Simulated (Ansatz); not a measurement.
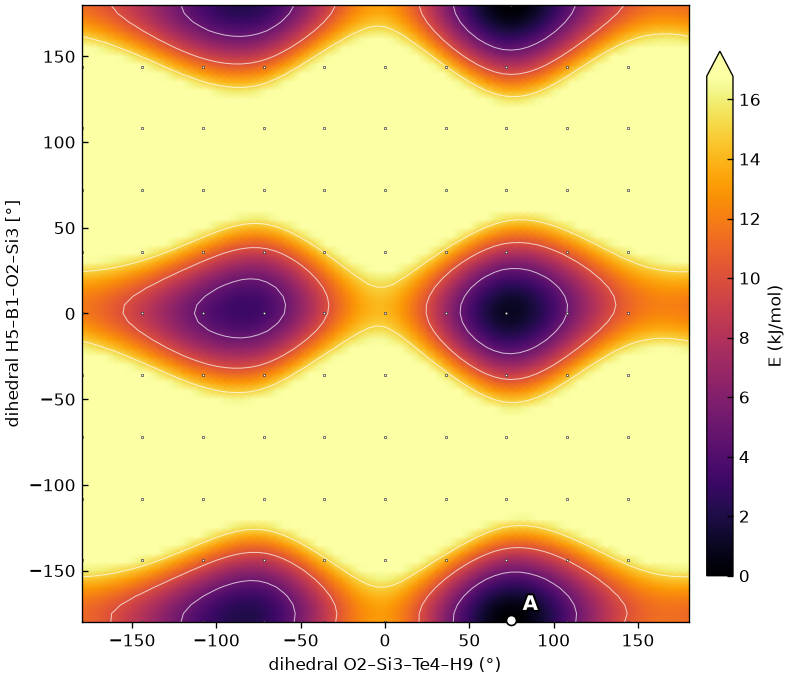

BH₅OSiTe, SMILES BO[SiH2][TeH]. Coordinates scanned: (1) dihedral O2–Si3–Te4–H9; (2) dihedral H5–B1–O2–Si3. Nothing is relaxed (all other coordinates rigid). Grid: 10 × 10 points. All energies are given in kJ/mol relative to the lowest grid point. The calculation used RKS r2SCAN-D4/def2-TZVP in Ansatz.

In the figure: a smooth colour map with a few white contour lines, dots at the grid points, one colour for all values above the top of the scale, the well A. Between grid points the surface is interpolated.

> Estimate the position of the minimum and the force constants in these coordinates. Take the well at A.

The interpolated minimum is at dihedral O2–Si3–Te4–H9 ≈ 75°, dihedral H5–B1–O2–Si3 ≈ −179°. The curvatures there are about 0.33 eV/rad² and 0.49 eV/rad², with a cross term of about −0.02 eV/rad². Round the minimum the two coordinates are nearly uncoupled. (1 eV is 96.5 kJ/mol.)
